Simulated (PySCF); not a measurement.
## AlClOF (charge +1): single-point calculation

AlClOF, charge +1, computed with RPA (PBE)/6-311+G**, RKS (PySCF 2.14.0).

The run did not end well. The geometry is that of the parent species in another charge or spin state. The geometry comes from this level: PBE0-D4/def2-TZVP.

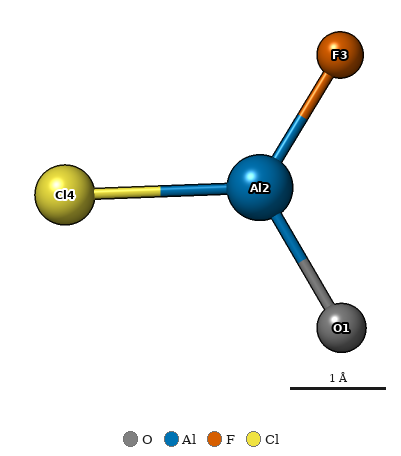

Figure 1. The structure as given in the input (ball-and-stick view, seen on its broad side; atoms are numbered from 1 in the order of the input). Sticks mark near contacts.

Input file (input.py)
```python
from pyscf import gto, dft
from pyscf.gw.rpa import RPA

mol = gto.M(
    atom='''
O      1.877065     1.118151     2.446817
Al     0.116974    -0.179902     0.031558
F      0.525533    -3.158110    -0.659325
Cl    -2.414503     2.105911    -1.857412
''',
    spin=0,
    basis='6-311+g**',
    unit='bohr',
    charge=1,
    max_memory=1860,
    verbose=4,
)

calc0 = dft.RKS(mol, xc='pbe')
calc0.conv_tol = 1e-10
calc0.grids.level = 5
calc0.kernel()
if not calc0.converged:
    calc0 = calc0.newton().run(calc0.mo_coeff, calc0.mo_occ)

rpa = RPA(calc0, frozen=12)
rpa.kernel()
e_exx = calc0.to_hf().energy_tot(calc0.make_rdm1())
e_final = e_exx + rpa.e_corr
print('E(%s) = %.9f' % ('PBE', e_final))
```

Hardware: 1 thread of Arm Neoverse V1, 112 GiB of memory available, shared host.

Command:
```bash
OMP_NUM_THREADS=1 python input.py
```

The program's output
```
PySCF version 2.14.0

[INPUT] num. atoms = 4
[INPUT] num. electrons = 46
[INPUT] charge = 1
[INPUT] spin (= nelec alpha-beta = 2S) = 0
[INPUT] symmetry False subgroup None
[INPUT] Mole.unit = bohr
[INPUT] Symbol           X                Y                Z      unit          X                Y                Z       unit  Magmom
[INPUT]  1 O      0.993300021416   0.591700027567   1.294799795692 AA    1.877065000000   1.118151000000   2.446817000000 Bohr   0.0
[INPUT]  2 Al     0.061899975070  -0.095200038599   0.016699774422 AA    0.116974000000  -0.179902000000   0.031558000000 Bohr   0.0
[INPUT]  3 F      0.278100087186  -1.671199841579  -0.348899764590 AA    0.525533000000  -3.158110000000  -0.659325000000 Bohr   0.0
[INPUT]  4 Cl    -1.277699963298   1.114400109426  -0.982900101689 AA   -2.414503000000   2.105911000000  -1.857412000000 Bohr   0.0

nuclear repulsion = 186.705661042174
number of shells = 48
number of NR pGTOs = 171
number of NR cGTOs = 104
basis = 6-311+g**
ecp = {}

******** <class 'pyscf.dft.rks.RKS'> ********
method = RKS
initial guess = minao
damping factor = 0
level_shift factor = 0
DIIS = <class 'pyscf.scf.diis.CDIIS'>
diis_start_cycle = 1
diis_space = 8
diis_damp = 0
SCF conv_tol = 1e-10
SCF conv_tol_grad = None
SCF max_cycles = 50
direct_scf = True
direct_scf_tol = 1e-13
XC library pyscf.dft.libxc version 7.0.0
    S. Lehtola, C. Steigemann, M. J.T. Oliveira, and M. A.L. Marques.,  SoftwareX 7, 1–5 (2018)
XC functionals = pbe
    J. P. Perdew, K. Burke, and M. Ernzerhof.,  Phys. Rev. Lett. 77, 3865 (1996)
    J. P. Perdew, K. Burke, and M. Ernzerhof.,  Phys. Rev. Lett. 78, 1396 (1997)
    J. P. Perdew, K. Burke, and M. Ernzerhof.,  Phys. Rev. Lett. 77, 3865 (1996)
    J. P. Perdew, K. Burke, and M. Ernzerhof.,  Phys. Rev. Lett. 78, 1396 (1997)
radial grids:
    Treutler-Ahlrichs [JCP 102, 346 (1995); DOI:10.1063/1.469408] (M4) radial grids

becke partition: Becke, JCP 88, 2547 (1988); DOI:10.1063/1.454033
pruning grids: <function nwchem_prune>
grids dens level: 5
symmetrized grids: False
atomic radii adjust function: <function treutler_atomic_radii_adjust>
small_rho_cutoff = 0
Set gradient conv threshold to 1e-05
Initial guess from minao.
tot grids = 172952
init E= -877.50240825281
  HOMO = -0.358803297337467  LUMO = -0.355746537768013  gap/eV = 0.08318
cycle= 1 E= -876.053173795358  delta_E= 1.45  |g|= 1.56  |ddm|= 2.28
  HOMO = -0.327661890038667  LUMO = -0.320503614568768  gap/eV = 0.19479
cycle= 2 E= -864.711492507793  delta_E= 11.3  |g|= 5.15  |ddm|= 24.1
  HOMO = -0.444630003830723  LUMO = -0.441463916539431  gap/eV = 0.08615
cycle= 3 E= -876.160572728534  delta_E= -11.4  |g|= 1.55  |ddm|= 23.8
  HOMO = -0.512268233750866  LUMO = -0.508358403983356  gap/eV = 0.10639
cycle= 4 E= -874.963181274226  delta_E=  1.2  |g|= 2.39  |ddm|= 1.83
  HOMO = -0.520747371544184  LUMO = -0.509594916113084  gap/eV = 0.30347
cycle= 5 E= -876.634116252423  delta_E= -1.67  |g|= 0.745  |ddm|= 1.54
  HOMO = -0.546235718853766  LUMO = -0.545230939804348  gap/eV = 0.02734
cycle= 6 E= -875.974150323878  delta_E= 0.66  |g|=  1.4  |ddm|= 1.67
  HOMO = -0.584786354322098  LUMO = -0.561439957366264  gap/eV = 0.63529
cycle= 7 E= -876.880989221545  delta_E= -0.907  |g|= 0.276  |ddm|= 1.78

WARN: HOMO -0.578312421739831 == LUMO -0.577826902859186

cycle= 8 E= -876.868284842383  delta_E= 0.0127  |g|= 0.144  |ddm|= 1.56
  HOMO = -0.587736350534556  LUMO = -0.571397388488746  gap/eV = 0.44461
cycle= 9 E= -876.690956137586  delta_E= 0.177  |g|=  0.9  |ddm|= 1.64
  HOMO = -0.587635839989276  LUMO = -0.570610478602454  gap/eV = 0.46328
cycle= 10 E= -876.682799518893  delta_E= 0.00816  |g|= 0.921  |ddm|= 0.0281
  HOMO = -0.588687156729647  LUMO = -0.574127827715055  gap/eV = 0.39618
[... cycles 11 to 40 left out ...]
cycle= 41 E= -876.823302241446  delta_E= 0.0049  |g|= 0.379  |ddm|= 0.668
  HOMO = -0.577475444194028  LUMO = -0.57294847891264  gap/eV = 0.12318
cycle= 42 E= -876.828945736219  delta_E= -0.00564  |g|= 0.367  |ddm|= 0.116
  HOMO = -0.577470085377243  LUMO = -0.573138232433602  gap/eV = 0.11788
cycle= 43 E= -876.837291388271  delta_E= -0.00835  |g|= 0.346  |ddm|= 0.0927
  HOMO = -0.584177689368318  LUMO = -0.560212604541017  gap/eV = 0.65212
cycle= 44 E= -876.882498511768  delta_E= -0.0452  |g|= 0.241  |ddm|= 1.46
  HOMO = -0.586670131948136  LUMO = -0.568773072768838  gap/eV = 0.48700
cycle= 45 E= -876.882272800179  delta_E= 0.000226  |g|= 0.243  |ddm|= 0.41
  HOMO = -0.580710272701874  LUMO = -0.573829656067816  gap/eV = 0.18723
cycle= 46 E= -876.895449880889  delta_E= -0.0132  |g|= 0.152  |ddm|= 0.327
  HOMO = -0.575573703412302  LUMO = -0.574375630382203  gap/eV = 0.03260
cycle= 47 E= -876.844744758601  delta_E= 0.0507  |g|= 0.328  |ddm|= 1.03
  HOMO = -0.576797043151088  LUMO = -0.572018624902447  gap/eV = 0.13003
cycle= 48 E= -876.817416286428  delta_E= 0.0273  |g|= 0.387  |ddm|= 1.15
  HOMO = -0.577223084644041  LUMO = -0.572070279310433  gap/eV = 0.14021
cycle= 49 E= -876.814174669148  delta_E= 0.00324  |g|= 0.394  |ddm|= 0.0441
  HOMO = -0.576775488156945  LUMO = -0.571353484371946  gap/eV = 0.14754
cycle= 50 E= -876.804863571002  delta_E= 0.00931  |g|= 0.42  |ddm|= 0.273
```

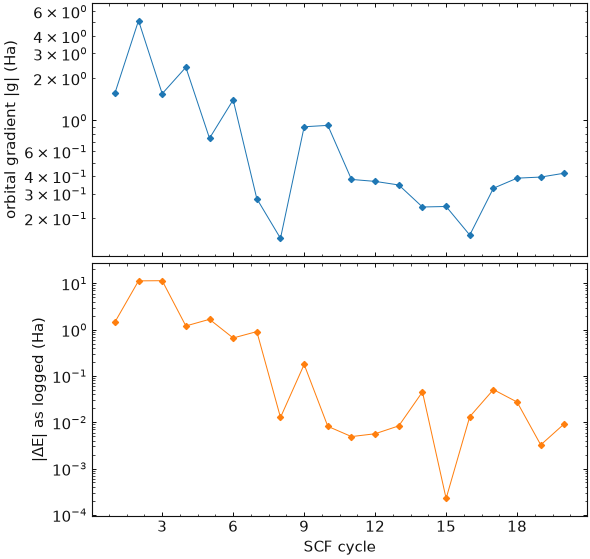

Figure 2. Convergence of the self-consistent field: orbital gradient |g| and size of the energy change against the SCF cycle. All cycles printed in the log are drawn one after another.

```
SCF not converged.
SCF energy = -876.804863571002

******** <class 'pyscf.soscf.newton_ah.SecondOrderRKS'> ********
method = SecondOrderRKS
initial guess = minao
damping factor = 0
level_shift factor = 0
DIIS = <class 'pyscf.scf.diis.CDIIS'>
diis_start_cycle = 1
diis_space = 8
diis_damp = 0
SCF conv_tol = 1e-10
SCF conv_tol_grad = None
SCF max_cycles = 50
direct_scf = True
direct_scf_tol = 1e-13
XC library pyscf.dft.libxc version 7.0.0
    S. Lehtola, C. Steigemann, M. J.T. Oliveira, and M. A.L. Marques.,  SoftwareX 7, 1–5 (2018)
XC functionals = pbe
    J. P. Perdew, K. Burke, and M. Ernzerhof.,  Phys. Rev. Lett. 77, 3865 (1996)
    J. P. Perdew, K. Burke, and M. Ernzerhof.,  Phys. Rev. Lett. 78, 1396 (1997)
    J. P. Perdew, K. Burke, and M. Ernzerhof.,  Phys. Rev. Lett. 77, 3865 (1996)
    J. P. Perdew, K. Burke, and M. Ernzerhof.,  Phys. Rev. Lett. 78, 1396 (1997)
radial grids:
    Treutler-Ahlrichs [JCP 102, 346 (1995); DOI:10.1063/1.469408] (M4) radial grids

becke partition: Becke, JCP 88, 2547 (1988); DOI:10.1063/1.454033
pruning grids: <function nwchem_prune>
grids dens level: 5
symmetrized grids: False
atomic radii adjust function: <function treutler_atomic_radii_adjust>
small_rho_cutoff = 0
******** <class 'pyscf.dft.rks.RKS'> Newton solver flags ********
SCF tol = 1e-10
conv_tol_grad = None
max. SCF cycles = 50
direct_scf = True
direct_scf_tol = 1e-13
max_cycle_inner = 12
max_stepsize = 0.05
ah_start_tol = 1e+09
ah_level_shift = 0
ah_conv_tol = 1e-12
ah_lindep = 1e-14
ah_start_cycle = 1
ah_max_cycle = 40
ah_grad_trust_region = 2.5
kf_interval = 4
kf_trust_region = 5
canonicalization = True
Set conv_tol_grad to 1e-05
  HOMO = -0.497098035323798  LUMO = -0.482604669322479  gap/eV = 0.39438
Initial guess E= -876.804863571002  |g|= 0.419889
macro= 0  E= -876.832173889372  delta_E= -0.0273103  |g|= 0.781989  2 KF 14 JK
macro= 1  E= -876.86543500137  delta_E= -0.0332611  |g|= 0.10754  3 KF 19 JK
macro= 2  E= -876.883139070609  delta_E= -0.0177041  |g|= 0.146652  3 KF 18 JK
macro= 3  E= -876.889919655892  delta_E= -0.00678059  |g|= 0.149205  3 KF 18 JK
macro= 4  E= -876.89012774059  delta_E= -0.000208085  |g|= 0.102469  3 KF 19 JK
macro= 5  E= -876.899806345914  delta_E= -0.00967861  |g|= 0.137748  4 KF 20 JK
macro= 6  E= -876.901186441883  delta_E= -0.0013801  |g|= 0.0348259  3 KF 12 JK
macro= 7  E= -876.901408547264  delta_E= -0.000222105  |g|= 0.0175618  2 KF 9 JK
macro= 8  E= -876.901463527504  delta_E= -5.49802e-05  |g|= 0.000811513  3 KF 13 JK
macro= 9  E= -876.901463556207  delta_E= -2.87037e-08  |g|= 1.5688e-05  2 KF 10 JK
macro= 10  E= -876.901463556206  delta_E= 9.09495e-13  |g|= 2.96788e-06  1 KF 2 JK
Canonicalize SCF orbitals
macro X = 11  E=-876.901463556206  |g|= 2.96788e-06  total 30 KF 166 JK

WARN: HOMO -0.5604896610272139 > LUMO -0.5838236683032942 was found in the canonicalized orbitals.

converged SCF energy = -876.901463556206
Default auxbasis heavyaug-cc-pvtz-ri is used for Cl 6-311+g**
Default auxbasis heavyaug-cc-pvtz-ri is used for F 6-311+g**
Default auxbasis heavyaug-cc-pvtz-ri is used for Al 6-311+g**
Default auxbasis heavyaug-cc-pvtz-ri is used for O 6-311+g**

******** <class 'pyscf.gw.rpa.RPA'> ********
method = RPA
nocc = 11  nmo = 92
frozen orbitals = 12
mem_avail = 1558.20  mem_blk = 0.09  auxlen = 506

******** <class 'pyscf.df.df.DF'> ********
auxbasis = auxmol.basis = {'Cl': 'heavyaug-cc-pvtz-ri', 'F': 'heavyaug-cc-pvtz-ri', 'Al': 'heavyaug-cc-pvtz-ri', 'O': 'heavyaug-cc-pvtz-ri'}
Lowest orbital energy difference: -2.3334e-02

WARN: RPA code is not well-defined for degenerate systems!

WARN: Lowest orbital energy difference: -2.3334e-02

RuntimeWarning: invalid value encountered in log
E(RPA) = nan  E_corr = nan  E_hf = -875.266282673631
E(PBE) = nan
```

Outcome

| quantity | value |
| --- | --- |
| outcome | ended with an error |
| SCF energy | −876.901464 hartree |
| basis functions | 104 |
| HOMO of the SCF reference | −15.25 eV |
| LUMO of the SCF reference | −15.89 eV |
| wall time | 3.8 min |
| peak memory | 0.63 GiB |

What went wrong

The run ended with an error. Further notes kept with the run: dipole of an ion depends on the origin; occupied level above an empty one; RPA on degenerate levels.
